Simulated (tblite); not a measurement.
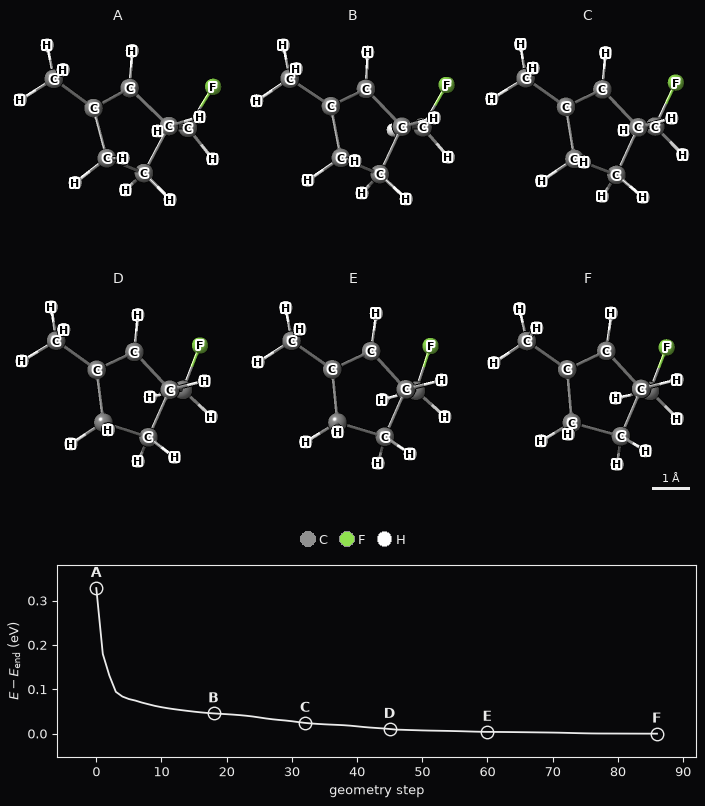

Frames of a relaxation of C$_{7}$H$_{11}$F (charge +1, multiplicity 2), marked on the history of the run. Style: ball-and-stick. Shown from a free direction.

All numbers below come from GFN2-xTB geometry optimisation, gas phase in tblite 0.8.0. 

> What happens along the run?

After 86 geometry steps the energy has fallen by 0.328 eV. The largest move after the best rigid fit is that of an H atom, 0.79 Å. By element the largest moves are H 0.79 Å, F 0.50 Å, C 0.30 Å. Some distances before and after: C–C 1.432 → 1.376 Å, C–C 1.515 → 1.467 Å, C–C 1.523 → 1.562 Å, C–C 1.495 → 1.463 Å. Bond angles that change, for instance: H–C–H 110.0° → 104.0°, C–C–H 108.7° → 103.1°, C–C–C 108.2° → 112.2°. From step 0 to 18: C and H atoms move most (0.11 Å), energy −0.283 eV. From step 18 to 32: an H atom moves most (0.18 Å), energy −0.021 eV. From step 32 to 45: H atoms move most (0.21 Å), energy −0.014 eV. From step 45 to 60: an H atom moves most (0.21 Å), energy −0.006 eV. From step 60 to 86: an H atom moves most (0.16 Å), energy −0.004 eV.
